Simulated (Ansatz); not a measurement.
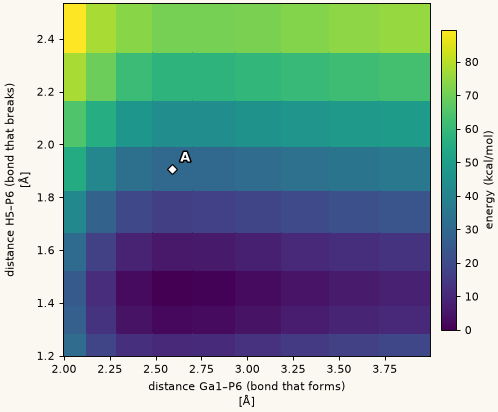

The reacting system BrGaH₅P (fragments BrGaH₂ + H₃P where the first distance is long, BrGaH₄P + H where the second is long). Coordinates scanned: (1) distance Ga1–P6 (bond that forms); (2) distance H5–P6 (bond that breaks). Relaxed at each point: all other coordinates. The grid has 9 × 9 points. Points are written as (first, second). All energies are given in kcal/mol relative to the lowest grid point. Energies and slopes of some neighbouring points disagree (a jump in structure or state, or too coarse a mesh). The reference is spin-restricted, so regions where a bond is pulled apart into radicals lie too high. Level of theory: RKS B3LYP-D4/def2-SVP (Ansatz 0.2.0).

Drawn: one coloured cell a grid point, the point A.

Question: Is A at rest? If not, where is it pushed?

Answer: A, at (2.589 Å, 1.909 Å), is not a stationary point. The computed force is 4.8 kcal/mol for each Å towards larger values of the first coordinate and 82 kcal/mol for each Å towards smaller values of the second coordinate.
